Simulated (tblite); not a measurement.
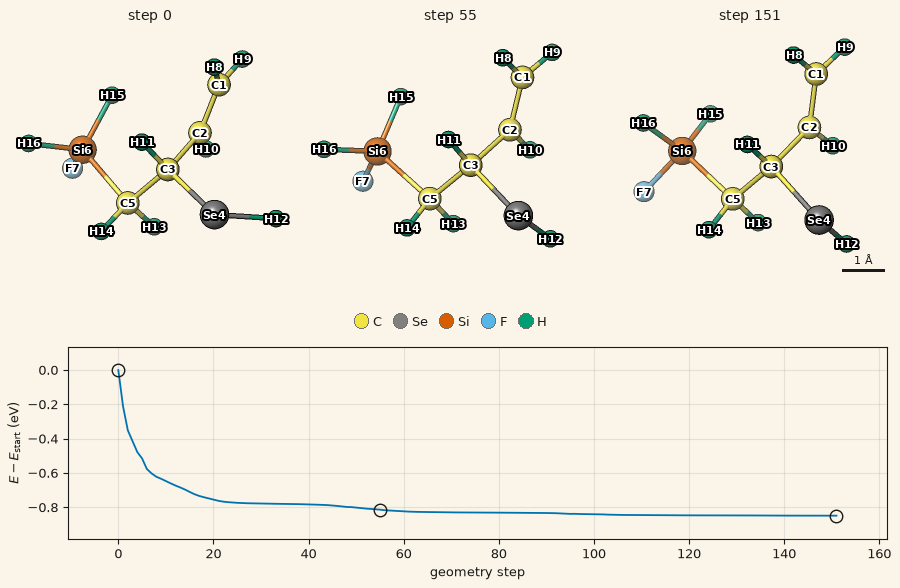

Frames of a relaxation of C$_{4}$H$_{9}$FSeSi, marked on the history of the run. Style: ball-and-stick. Shown at a tilt.

Level of theory: GFN2-xTB geometry optimisation, gas phase (tblite 0.8.0). 

> Describe the path.

The largest move after the best rigid fit is that of H15, 1.22 Å. By element the largest moves are H 1.22 Å, F 1.06 Å, C 0.36 Å, Se 0.17 Å, Si 0.11 Å. Some distances before and after: C3–Se4 1.920 → 2.024 Å, Se4–H12 1.548 → 1.448 Å, Si6–F7 1.685 → 1.611 Å, C5–Si6 1.867 → 1.901 Å. Among the angles between lasting bonds that change: C3–Se4–H12 113.1° → 94.2°, H15–Si6–H16 107.2° → 114.6°, C2–C3–C5 106.0° → 113.2°. Groups turn about C3–Se4 by about 45°, C5–Si6 by about 40°, C2–C3 by about 25°. After 151 geometry steps the energy has fallen by 0.849 eV. From step 0 to 55: H12 moves most (0.98 Å), energy −0.813 eV. From step 55 to 151: H atoms move most (0.80 Å), energy −0.035 eV.
